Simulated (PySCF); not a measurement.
**Run report: C2H4F2 (charge +1), geometry relaxation (part 2 of 3)**

C2H4F2, charge +1, multiplicity 2; HF/6-31G*, UHF (PySCF 2.14.0). The atoms were displaced at random from an optimised geometry. The geometry is that of the parent species in another charge or spin state.

Geometry of the input (Å):
```
F  -1.3225  0.7727  0.9147
C  -0.1275  0.7038  0.1836
C  0.2216  -0.7103  -0.1893
F  -0.6279  -1.1797  -1.1982
H  -0.2399  1.3676  -0.6938
H  0.6380  1.1188  0.8612
H  1.2844  -0.7103  -0.5439
H  0.1200  -1.3673  0.6797
```

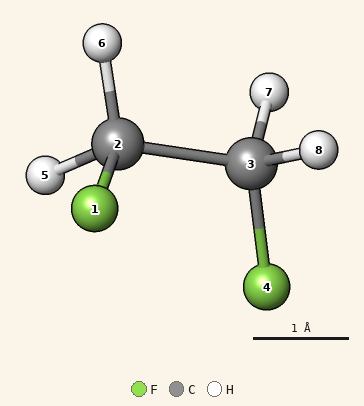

*The input geometry (ball-and-stick view, seen at a tilt; atoms are numbered from 1 in the order of the input).*

### The program's output, continued
```
--------------- SecondOrderUHF_Scanner gradients ---------------
         x                y                z
0 F    -0.0000098611    -0.0003508975    -0.0003564062
1 C     0.0005084483    -0.0004815046    -0.0002371652
2 C     0.0010796104     0.0018950590     0.0049270426
3 F    -0.0020712384    -0.0010994031    -0.0020047784
4 H     0.0004060725     0.0004241063    -0.0009236146
5 H    -0.0001361613    -0.0002277899     0.0004343463
6 H     0.0001170526     0.0005253754    -0.0013885178
7 H     0.0001060770    -0.0006849456    -0.0004509068
----------------------------------------------
cycle 8: E = -276.503401905  dE = -0.000852961  norm(grad) = 0.00661102
Step    7 : Displace = 6.275e-02/1.214e-01 (rms/max) Trust = 3.000e-01 (=) Grad = 2.337e-03/5.388e-03 (rms/max) E (change) = -276.5034019047 (-8.530e-04) Quality = 1.244
Hessian Eigenvalues: 6.67189e-03 1.86827e-02 5.00000e-02 ... 3.57990e-01 3.72688e-01 5.06689e-01

Geometry optimization cycle 9
Cartesian coordinates (Angstrom)
 Atom        New coordinates             dX        dY        dZ
   F  -1.879985   0.783924   1.193663   -0.015543  0.013536  0.041054
   C   0.206539   0.703780   0.003612   -0.000339 -0.002214 -0.009184
   C   0.260831  -0.724621  -0.230322   -0.000541 -0.001110 -0.008160
   F  -0.577075  -1.105879  -1.194248    0.022301 -0.004932 -0.021167
   H  -0.273784   1.361673  -0.703403   -0.017264 -0.002058  0.002430
   H   0.764329   1.135950   0.818276    0.019036 -0.002655 -0.022219
   H   1.311267  -0.852043  -0.549199    0.009185 -0.006832  0.021771
   H   0.134009  -1.307445   0.675793   -0.016835  0.006265 -0.004524
converged SCF energy = -276.503540968261  <S^2> = 0.75330491  2S+1 = 2.0033022
--------------- SecondOrderUHF_Scanner gradients ---------------
         x                y                z
0 F    -0.0004505823    -0.0002662320    -0.0001325300
1 C    -0.0001668866    -0.0004323949     0.0006431359
2 C    -0.0015526119     0.0008893499     0.0021103133
3 F    -0.0001398696    -0.0002587461    -0.0002615400
4 H     0.0005155852     0.0002521607    -0.0008245152
5 H     0.0006509329    -0.0002779164    -0.0003282227
6 H     0.0007679437     0.0004941418    -0.0007713765
7 H     0.0003754886    -0.0004003631    -0.0004352649
----------------------------------------------
cycle 9: E = -276.503540968  dE = -0.000139064  norm(grad) = 0.00350248
Step    8 : Displace = 2.571e-02/4.342e-02 (rms/max) Trust = 3.000e-01 (=) Grad = 1.238e-03/2.767e-03 (rms/max) E (change) = -276.5035409683 (-1.391e-04) Quality = 1.285
Hessian Eigenvalues: 5.42271e-03 1.78286e-02 5.00000e-02 ... 3.59667e-01 3.72625e-01 5.05395e-01

Geometry optimization cycle 10
Cartesian coordinates (Angstrom)
 Atom        New coordinates             dX        dY        dZ
   F  -1.878172   0.789722   1.216784    0.001813  0.005798  0.023121
   C   0.206239   0.703958  -0.002782   -0.000300  0.000178 -0.006394
   C   0.263750  -0.725438  -0.237621    0.002919 -0.000817 -0.007299
   F  -0.563847  -1.107874  -1.207802    0.013228 -0.001995 -0.013553
   H  -0.288441   1.361103  -0.699917   -0.014657 -0.000570  0.003486
   H   0.767483   1.137672   0.808263    0.003154  0.001722 -0.010013
   H   1.317285  -0.864707  -0.536020    0.006019 -0.012665  0.013179
   H   0.121833  -1.299096   0.673267   -0.012176  0.008349 -0.002526
converged SCF energy = -276.50361797984  <S^2> = 0.75328571  2S+1 = 2.003283
--------------- SecondOrderUHF_Scanner gradients ---------------
         x                y                z
0 F    -0.0005311428    -0.0001904816    -0.0000725787
1 C     0.0001493102     0.0001891747     0.0008812743
2 C    -0.0023773920    -0.0000600263     0.0000134054
3 F     0.0004955538     0.0000376838     0.0005084946
4 H     0.0004322498     0.0000867150    -0.0004211905
5 H     0.0005232038    -0.0002253514    -0.0005725988
6 H     0.0006992455     0.0003911535    -0.0001678929
7 H     0.0006089717    -0.0002288677    -0.0001689135
----------------------------------------------
cycle 10: E = -276.50361798  dE = -7.70116e-05  norm(grad) = 0.00307665
Step    9 : Displace = 1.558e-02/2.143e-02 (rms/max) Trust = 3.000e-01 (=) Grad = 1.088e-03/2.378e-03 (rms/max) E (change) = -276.5036179798 (-7.701e-05) Quality = 1.568
Hessian Eigenvalues: 4.02220e-03 1.57907e-02 4.34106e-02 ... 3.58000e-01 3.72113e-01 5.30364e-01

Geometry optimization cycle 11
Cartesian coordinates (Angstrom)
 Atom        New coordinates             dX        dY        dZ
   F  -1.857960   0.796745   1.252387    0.020212  0.007024  0.035604
   C   0.201777   0.704823  -0.012480   -0.004462  0.000864 -0.009698
   C   0.272071  -0.726364  -0.248905    0.008321 -0.000926 -0.011283
   F  -0.541395  -1.108521  -1.230376    0.022451 -0.000646 -0.022574
   H  -0.315792   1.358496  -0.695511   -0.027352 -0.002607  0.004406
   H   0.763019   1.143799   0.796011   -0.004465  0.006127 -0.012251
   H   1.326863  -0.890553  -0.515616    0.009577 -0.025846  0.020404
   H   0.097550  -1.283086   0.668661   -0.024283  0.016010 -0.004606
converged SCF energy = -276.503714843421  <S^2> = 0.75328011  2S+1 = 2.0032774
--------------- SecondOrderUHF_Scanner gradients ---------------
         x                y                z
0 F    -0.0004369168    -0.0000632004    -0.0000716356
1 C    -0.0005005941     0.0004241496     0.0006878443
2 C    -0.0014682086    -0.0009103370    -0.0019351179
3 F     0.0007944938     0.0004698244     0.0011452616
4 H     0.0003523760     0.0000610117     0.0000356850
5 H     0.0004846149    -0.0000185122    -0.0003986138
6 H     0.0001711653    -0.0000646922     0.0003582703
7 H     0.0006030695     0.0001017561     0.0001783061
----------------------------------------------
cycle 11: E = -276.503714843  dE = -9.68636e-05  norm(grad) = 0.00332974
Step   10 : Displace = 2.731e-02/3.678e-02 (rms/max) Trust = 3.000e-01 (=) Grad = 1.177e-03/2.594e-03 (rms/max) E (change) = -276.5037148434 (-9.686e-05) Quality = 1.309
Hessian Eigenvalues: 3.28586e-03 1.42767e-02 3.73056e-02 ... 3.57319e-01 3.72055e-01 5.35046e-01

Geometry optimization cycle 12
Cartesian coordinates (Angstrom)
 Atom        New coordinates             dX        dY        dZ
   F  -1.839518   0.801051   1.273168    0.018442  0.004306  0.020781
   C   0.199109   0.705225  -0.017978   -0.002668  0.000402 -0.005498
   C   0.276704  -0.726523  -0.253323    0.004633 -0.000159 -0.004419
   F  -0.527931  -1.108996  -1.243958    0.013465 -0.000475 -0.013582
   H  -0.331592   1.354529  -0.695188   -0.015800 -0.003967  0.000323
   H   0.756849   1.148409   0.790676   -0.006170  0.004610 -0.005335
   H   1.331536  -0.902436  -0.504462    0.004673 -0.011883  0.011154
   H   0.080975  -1.275920   0.665237   -0.016575  0.007166 -0.003424
converged SCF energy = -276.503746790928  <S^2> = 0.75328212  2S+1 = 2.0032794
--------------- SecondOrderUHF_Scanner gradients ---------------
         x                y                z
0 F    -0.0002607636    -0.0000093526    -0.0001164040
1 C    -0.0000751536     0.0003165538     0.0002651825
2 C    -0.0000705078    -0.0005264310    -0.0012329205
3 F     0.0002014238     0.0001705565     0.0004892990
4 H    -0.0000311125     0.0000573104     0.0002152655
5 H     0.0002206798     0.0000169615    -0.0001463250
6 H    -0.0001988280    -0.0001222956     0.0002779425
7 H     0.0002142619     0.0000966970     0.0002479599
----------------------------------------------
cycle 12: E = -276.503746791  dE = -3.19475e-05  norm(grad) = 0.00165486
Step   11 : Displace = 1.646e-02/2.413e-02 (rms/max) Trust = 3.000e-01 (=) Grad = 5.851e-04/1.342e-03 (rms/max) E (change) = -276.5037467909 (-3.195e-05) Quality = 1.288
Hessian Eigenvalues: 3.11633e-03 1.21949e-02 3.83728e-02 ... 3.57471e-01 3.72019e-01 5.16232e-01

Geometry optimization cycle 13
Cartesian coordinates (Angstrom)
 Atom        New coordinates             dX        dY        dZ
   F  -1.826492   0.804206   1.283453    0.013027  0.003154  0.010285
   C   0.195836   0.704946  -0.019787   -0.003273 -0.000279 -0.001809
   C   0.277599  -0.726715  -0.253769    0.000895 -0.000192 -0.000446
   F  -0.521279  -1.109424  -1.250452    0.006652 -0.000428 -0.006494
   H  -0.337290   1.351649  -0.697798   -0.005697 -0.002880 -0.002610
   H   0.751783   1.150527   0.788839   -0.005066  0.002117 -0.001837
   H   1.333212  -0.904244  -0.499424    0.001676 -0.001808  0.005037
   H   0.072762  -1.275606   0.663110   -0.008213  0.000315 -0.002127
converged SCF energy = -276.503758001076  <S^2> = 0.75329054  2S+1 = 2.0032878
--------------- SecondOrderUHF_Scanner gradients ---------------
         x                y                z
0 F    -0.0001327068     0.0000006322    -0.0001351390
1 C    -0.0001407487     0.0000421786     0.0000651883
2 C     0.0005790468    -0.0000161079    -0.0001710195
3 F    -0.0001394359    -0.0000092584    -0.0000365916
4 H    -0.0001618441     0.0000772816     0.0001617553
5 H     0.0002216503    -0.0000000049    -0.0000473517
6 H    -0.0001536890    -0.0001424635     0.0000187749
7 H    -0.0000722725     0.0000477421     0.0001443834
----------------------------------------------
cycle 13: E = -276.503758001  dE = -1.12101e-05  norm(grad) = 0.000793538
Step   12 : Displace = 8.351e-03/1.476e-02 (rms/max) Trust = 3.000e-01 (=) Grad = 2.806e-04/6.040e-04 (rms/max) E (change) = -276.5037580011 (-1.121e-05) Quality = 1.379
Hessian Eigenvalues: 3.35747e-03 9.72128e-03 3.72735e-02 ... 3.57688e-01 3.72373e-01 5.44340e-01

Geometry optimization cycle 14
Cartesian coordinates (Angstrom)
 Atom        New coordinates             dX        dY        dZ
   F  -1.816323   0.806975   1.289609    0.010169  0.002770  0.006156
   C   0.193087   0.704500  -0.020484   -0.002749 -0.000447 -0.000697
   C   0.276616  -0.727071  -0.253124   -0.000983 -0.000356  0.000645
   F  -0.517964  -1.110230  -1.253807    0.003315 -0.000806 -0.003355
   H  -0.338149   1.349545  -0.701726   -0.000859 -0.002104 -0.003928
   H   0.746517   1.151466   0.788912   -0.005266  0.000939  0.000073
   H   1.333387  -0.901817  -0.496776    0.000175  0.002427  0.002648
   H   0.068960  -1.278029   0.661568   -0.003802 -0.002423 -0.001542
converged SCF energy = -276.503764598957  <S^2> = 0.75329939  2S+1 = 2.0032967
--------------- SecondOrderUHF_Scanner gradients ---------------
         x                y                z
0 F    -0.0000222551    -0.0000089788    -0.0001329988
1 C     0.0000537358    -0.0000349172    -0.0000266742
2 C     0.0006390539     0.0002583165     0.0005784582
3 F    -0.0002789140    -0.0001233653    -0.0003395170
4 H    -0.0002439763     0.0000560184     0.0000876396
5 H     0.0001261601    -0.0000539164    -0.0000441401
6 H    -0.0000782729    -0.0000615098    -0.0001286469
7 H    -0.0001955315    -0.0000316474     0.0000058792
----------------------------------------------
cycle 14: E = -276.503764599  dE = -6.59788e-06  norm(grad) = 0.00109451
Step   13 : Displace = 5.705e-03/1.085e-02 (rms/max) Trust = 3.000e-01 (=) Grad = 3.870e-04/8.999e-04 (rms/max) E (change) = -276.5037645990 (-6.598e-06) Quality = 1.374
Hessian Eigenvalues: 3.49559e-03 7.67420e-03 3.36894e-02 ... 3.57887e-01 3.72127e-01 5.62286e-01

Geometry optimization cycle 15
Cartesian coordinates (Angstrom)
 Atom        New coordinates             dX        dY        dZ
   F  -1.809600   0.809368   1.293556    0.006723  0.002393  0.003946
   C   0.190656   0.703972  -0.020697   -0.002431 -0.000528 -0.000213
   C   0.275076  -0.727556  -0.252728   -0.001540 -0.000485  0.000396
   F  -0.516609  -1.111336  -1.255318    0.001354 -0.001106 -0.001512
   H  -0.336468   1.348620  -0.705513    0.001681 -0.000925 -0.003787
   H   0.741928   1.151478   0.789774   -0.004589  0.000013  0.000862
   H   1.333017  -0.898603  -0.495452   -0.000370  0.003214  0.001324
   H   0.068131  -1.280604   0.660551   -0.000829 -0.002575 -0.001017
converged SCF energy = -276.503768333082  <S^2> = 0.75330643  2S+1 = 2.0033037
--------------- SecondOrderUHF_Scanner gradients ---------------
         x                y                z
0 F     0.0000493610    -0.0000203271    -0.0001076954
1 C     0.0000094674    -0.0000261802    -0.0000263991
2 C     0.0003725264     0.0002350964     0.0006667227
3 F    -0.0001990475    -0.0000959709    -0.0003059521
4 H    -0.0001674878     0.0000325144     0.0000261380
5 H     0.0000881373    -0.0000545798    -0.0000473259
6 H     0.0000008330    -0.0000169202    -0.0001330662
7 H    -0.0001537897    -0.0000536326    -0.0000724222
----------------------------------------------
cycle 15: E = -276.503768333  dE = -3.73412e-06  norm(grad) = 0.000943116
Step   14 : Displace = 4.163e-03/7.254e-03 (rms/max) Trust = 3.000e-01 (=) Grad = 3.334e-04/7.991e-04 (rms/max) E (change) = -276.5037683331 (-3.734e-06) Quality = 1.352
Hessian Eigenvalues: 3.46951e-03 8.14884e-03 2.49541e-02 ... 3.57928e-01 3.71950e-01 5.22069e-01

Geometry optimization cycle 16
Cartesian coordinates (Angstrom)
 Atom        New coordinates             dX        dY        dZ
   F  -1.807654   0.811175   1.296502    0.001946  0.001807  0.002946
   C   0.189734   0.703525  -0.021147   -0.000923 -0.000447 -0.000450
   C   0.274015  -0.727912  -0.253030   -0.001061 -0.000355 -0.000302
   F  -0.516153  -1.112435  -1.255948    0.000457 -0.001099 -0.000630
   H  -0.334540   1.348446  -0.707837    0.001928 -0.000174 -0.002324
   H   0.739334   1.150910   0.790445   -0.002594 -0.000569  0.000671
   H   1.332765  -0.896656  -0.494861   -0.000252  0.001947  0.000592
   H   0.068630  -1.281714   0.660048    0.000499 -0.001110 -0.000503
converged SCF energy = -276.503770103236  <S^2> = 0.753307  2S+1 = 2.0033043
--------------- SecondOrderUHF_Scanner gradients ---------------
         x                y                z
0 F     0.0000636631    -0.0000244482    -0.0000701265
1 C     0.0000645912    -0.0000023211    -0.0000061329
2 C    -0.0000008393     0.0001102299     0.0003288877
3 F    -0.0000442401    -0.0000325596    -0.0001152758
4 H    -0.0000879072     0.0000032665     0.0000151244
5 H     0.0000231266    -0.0000395982    -0.0000469774
6 H     0.0000302018     0.0000237643    -0.0000458306
7 H    -0.0000485960    -0.0000383336    -0.0000596690
----------------------------------------------
cycle 16: E = -276.503770103  dE = -1.77015e-06  norm(grad) = 0.000416717
Step   15 : Displace = 2.292e-03/3.483e-03 (rms/max) Trust = 3.000e-01 (=) Grad = 1.473e-04/3.469e-04 (rms/max) E (change) = -276.5037701032 (-1.770e-06) Quality = 1.313
Hessian Eigenvalues: 3.51901e-03 8.98680e-03 1.87940e-02 ... 3.58151e-01 3.72315e-01 5.04876e-01

Geometry optimization cycle 17
Cartesian coordinates (Angstrom)
 Atom        New coordinates             dX        dY        dZ
   F  -1.808120   0.812461   1.298839   -0.000465  0.001286  0.002338
   C   0.189531   0.703291  -0.021646   -0.000203 -0.000234 -0.000499
   C   0.273888  -0.728120  -0.253660   -0.000127 -0.000208 -0.000631
   F  -0.515656  -1.113165  -1.256477    0.000497 -0.000730 -0.000529
   H  -0.333817   1.348547  -0.708671    0.000722  0.000101 -0.000835
   H   0.738444   1.150505   0.790526   -0.000890 -0.000404  0.000081
   H   1.332947  -0.896596  -0.494517    0.000182  0.000060  0.000344
   H   0.068914  -1.281585   0.659779    0.000284  0.000129 -0.000269
converged SCF energy = -276.503770707515  <S^2> = 0.75330469  2S+1 = 2.003302
--------------- SecondOrderUHF_Scanner gradients ---------------
         x                y                z
0 F     0.0000431818    -0.0000180129    -0.0000371917
1 C     0.0000135787     0.0000159142     0.0000189826
2 C    -0.0001473671     0.0000168523     0.0000057246
3 F     0.0000428143     0.0000042470     0.0000215618
4 H    -0.0000168296    -0.0000041101     0.0000174220
5 H     0.0000126299    -0.0000138252    -0.0000299281
6 H     0.0000341333     0.0000103328     0.0000179976
7 H     0.0000178587    -0.0000113980    -0.0000145687
----------------------------------------------
cycle 17: E = -276.503770708  dE = -6.0428e-07  norm(grad) = 0.000181182
Step   16 : Displace = 1.200e-03/2.560e-03 (rms/max) Trust = 3.000e-01 (=) Grad = 6.406e-05/1.484e-04 (rms/max) E (change) = -276.5037707075 (-6.043e-07) Quality = 1.285
Hessian Eigenvalues: 3.49742e-03 8.70954e-03 1.52283e-02 ... 3.56958e-01 3.72218e-01 5.29527e-01
```
